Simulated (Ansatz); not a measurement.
# PH2F (phosphinous fluoride(8ci,9ci)): the energy, rung by rung

PH2F: 4 atoms, total charge 0, spin state singlet. As SMILES, `FP`. The shape is that of a GFN2-xTB optimisation.

```xyz
4

F     1.1605    0.6688   -0.2227
P    -0.0720   -0.3691   -0.4797
H    -1.0539    0.5743   -0.1296
H    -0.0346   -0.8740    0.8319
```

Quantity: the energy change with the P2–H3 bond stretched from 1.406 to 3.515 Å, in eV. The values are calculated.

```tsv
level	kind	program	value (eV)	less FCI/STO-3G
SVWN5/STO-3G (restricted)	LDA	Ansatz	5.70	+1.85
BLYP/STO-3G (restricted)	GGA	Ansatz	5.22	+1.37
revPBE/STO-3G (restricted)	GGA	Ansatz	5.28	+1.43
HSE06/STO-3G (restricted)	range-separated hybrid	Ansatz	6.49	+2.64
wB97X/STO-3G (restricted)	range-separated hybrid	Ansatz	7.50	+3.65
RPA@PBE/STO-3G (restricted)	RPA	Ansatz	4.66	+0.81
CCSD/STO-3G (restricted)	coupled cluster or CI	Ansatz	4.04	+0.19
CCSDTQ/STO-3G (restricted)	coupled cluster or CI	Ansatz	3.85	0.00
FCI/STO-3G	exact in the basis	Ansatz	3.85	0.00
```

FCI/STO-3G is exact within its basis and frozen core, so for wave-function methods in that basis the difference is their error; functionals converge differently with the basis, so for them it is only a difference. The first shape isn't each level's own minimum. The values span 3.85 to 7.50 eV. All rows use very small basis sets, so none should be taken for the real molecule's value.

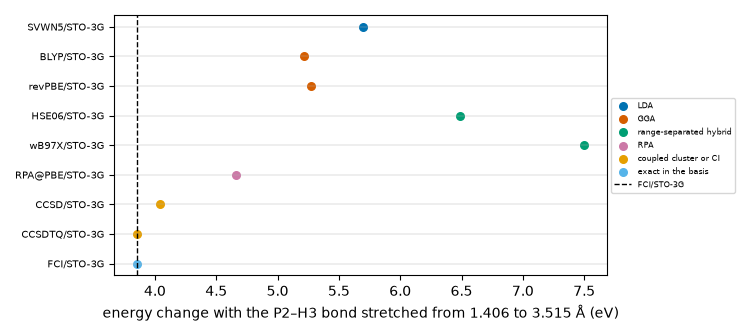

The values of the table, level by level.
